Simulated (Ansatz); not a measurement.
Cl3FH2OW

Input

```
crystal:
  periodic: [false, false, false]
  atoms:
    - { symbol: W, position_ang: [-0.045178, 0.041837, 0.047829] }
    - { symbol: F, position_ang: [0.180435, 0.013702, 1.899177] }
    - { symbol: H, position_ang: [1.643982, 0.000912, 0.33934] }
    - { symbol: Cl, position_ang: [0.289253, 2.352804, 0.179414] }
    - { symbol: Cl, position_ang: [-2.395817, -0.062093, 0.418644] }
    - { symbol: Cl, position_ang: [0.305001, -2.256834, -0.059832] }
    - { symbol: O, position_ang: [0.177113, 0.186459, -1.795214] }
    - { symbol: H, position_ang: [0.64261, 0.515613, -2.586958] }
basis:
  gaussian: { orbitals: def2-SVP }
hamiltonian:
  xc: blyp
  dispersion: d4
relax:
  f_tol: 0.03
  max_steps: 50
output:
  orbitals: {}
```

Run with:

```sh
ansatz run input.yaml --threads 4 --pin off --max-ram 5120MiB --backend cpu --events-out ev --progress --plain --runs-dir out
```

The fields are those of the run's last geometry, not of the input's.

Core potentials replace the inner electrons of W.

Theory: RKS BLYP-D4/def2-SVP in Ansatz 0.2.0.

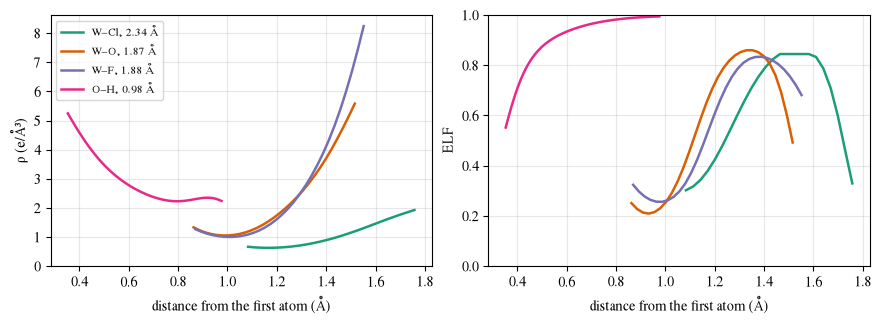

Figure 1. Electron density and ELF along straight lines between neighbouring atoms. The curves leave out the atomic cores.

### What can be read from the curves?

W–Cl (2.34 Å): ρ at the midpoint is about 0.63 e/Å³; the ELF peaks at about 0.85 in the valence shell of Cl, 0.9 Å from its nucleus, and is about 0.40 at the midpoint.
W–O (1.87 Å): ρ at the midpoint is about 1.1 e/Å³; the ELF peaks at about 0.85 in the valence shell of O, 0.5 Å from its nucleus, and drops to about 0.20 between the two atoms.
W–F (1.88 Å): ρ at the midpoint is about 1.1 e/Å³; the ELF peaks at about 0.85 in the valence shell of F, 0.5 Å from its nucleus, and drops to about 0.25 between the two atoms.
O–H (0.98 Å): the density is about 3.6 e/Å³ at the midpoint; the ELF climbs to about 1 towards the hydrogen, as it does in any bond to H: an ordinary covalent bond to hydrogen.

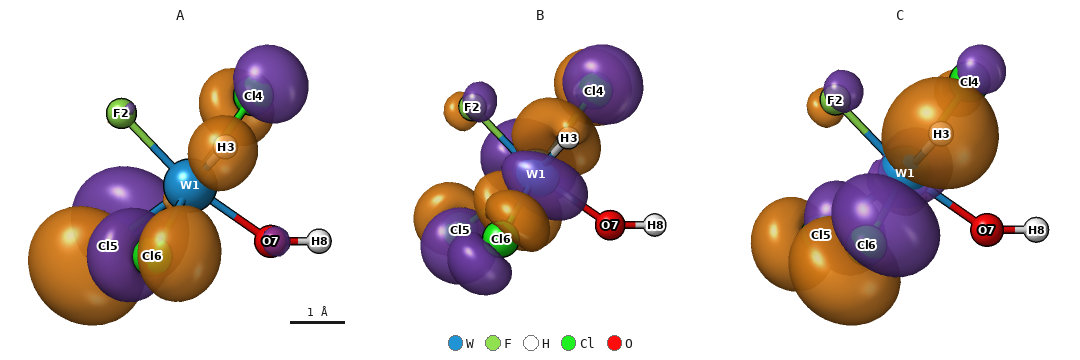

Figure 2. Three frontier orbitals at ±0.1 Å⁻³ᐟ² (orange and purple are the two phases), in no order.

### Which picture is the HOMO−1, the HOMO and the LUMO?

A is the HOMO−1 (−7.56 eV). Its weight (Hirshfeld) is mainly on Cl5 (about 60 %), Cl6 (about 20 %) and Cl4 (about 10 %). C is the HOMO (−6.89 eV). By Hirshfeld shares it lies mainly on Cl6 (about 45 %), H3 (about 20 %), Cl5 (about 20 %) and W1 (about 15 %). B is the LUMO (−4.88 eV). By Hirshfeld shares it lies mainly on W1 (about 60 %), Cl4 (about 15 %), Cl5 (about 15 %) and Cl6 (about 10 %).

### What is the HOMO–LUMO gap?

2.01 eV between the orbital energies.
